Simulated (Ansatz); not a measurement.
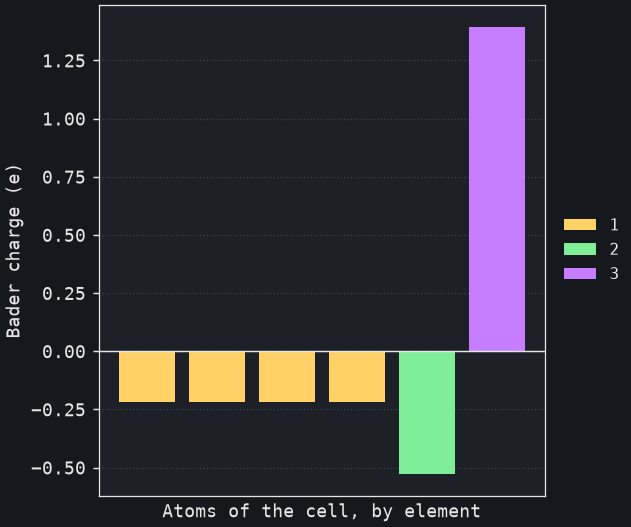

Bader charges of the atoms (positive: electrons lost).

Calculation on YbCu₄I, space group F-43m, 6 atoms in the cell.

Computed with Ansatz 0.2.0: DFT with r2SCAN, PAW plane waves, no spin polarisation, 5×5×5 k mesh.

Which number is which element?

Answer. 1 is Cu; 2 is I; 3 is Yb. The Bader charges are Yb +1.39 e, Cu −0.22 e and I −0.53 e.

The structure was built from a prototype or by substitution, so it need not be a known phase. The cell is at −6 GPa in this functional. Spin-orbit coupling is left out, which matters for Yb.
